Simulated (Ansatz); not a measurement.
**Amorphous Hf18O34**

It comes from a melt-quench run on a machine-learned potential (CHGNet), relaxed afterwards by DFT. O atoms were pushed apart under 1.9 Å during the dynamics, to hinder bonds among them. The hot cell started wider than the set density and was brought back towards it in steps. It is the lowest in DFT energy of 4 quenches. It is a model cell: composition and starting density were chosen by hand, and all elements were melted together. No dispersion term was used.

Methods: PBE, scalar-relativistic without spin-orbit coupling (Ansatz, a first-principles code); r2SCAN, scalar-relativistic without spin-orbit coupling (Ansatz); HSE06, scalar-relativistic without spin-orbit coupling (Ansatz). Geometry, pressure, stress and energy are those of the PBE run. Its sampling: a 2×2×2 Γ-centred mesh; Fermi-Dirac width 0.02 eV; no spin polarisation. Other functionals are single points at the zone centre (r2SCAN at 500 eV; exact exchange cut at the cell's faces), free to take moments where seeds were set. The usual formal charges leave 4 electrons over, so the level spacing at the Fermi energy parts defect or band states and needn't be the band gap.

* **Number of atoms in the cell**: 52
* **Density (held, not predicted)**: 9.27 g/cm^3
* **Volume per atom**: 12.94 Å³
* **Pressure on a 2×2×2 Γ-centred mesh**: -0.94 GPa
* **Largest force and stress component on that mesh (the relaxation ran on one k-point at (1/4, 1/4, 1/4))**: 0.05 eV/Å and 3.1 GPa
* **Energy relative to HfO2 (P2_1/c) + hcp Hf (lowest mix at this level among the phases computed, not always the ambient ones)**: 0.227 eV/atom
* **Level spacing at the Fermi energy on a 2×2×2 Γ-centred mesh (PBE)**: 0.58 eV
* **Level spacing at the Fermi energy at the zone centre (PBE)**: 0.66 eV
* **Level spacing at the Fermi energy at the zone centre (r2SCAN)**: 0.80 eV
* **Level spacing at the Fermi energy at the zone centre (HSE06)**: 1.31 eV

Bonds are counted up to Hf-Hf 3.34 Å, Hf-O 2.58 Å, O-O 1.58 Å. Two cations that share two anions don't count as bonded, nor two that share one unless they lie closer than Hf-Hf 3.25 Å.

| Property | Value |
|---|---|
| Mean coordination of Hf by anions | 6.11 (3 with 5, 10 with 6, 5 with 7); 4 close contacts or bonds to cations besides |
| Mean coordination of O | 3.24 (1 with 2, 24 with 3, 9 with 4) |
| Mean Hf-O bond | 2.159 Å (spread 0.119 Å, 110 counted) |
| Mean Hf-Hf close contact | 3.009 Å (spread 0.085 Å, 2 counted) |

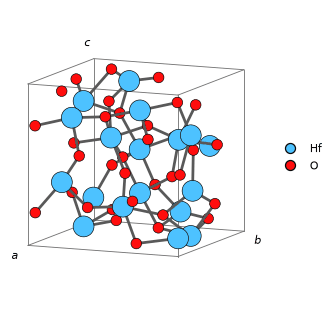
The relaxed cell

Its density started from a set value of 9.27 g/cm³. The quench (nominally 450 K/ps over its main leg) was far faster than any real one, so the model tends to hold more defects than a real film. Values belong to this one cell and scatter from quench to quench. The volume was held where the preparation left it, at a PBE pressure of -0.9 GPa (tension). Stress components on the final sampling reach 3.1 GPa.
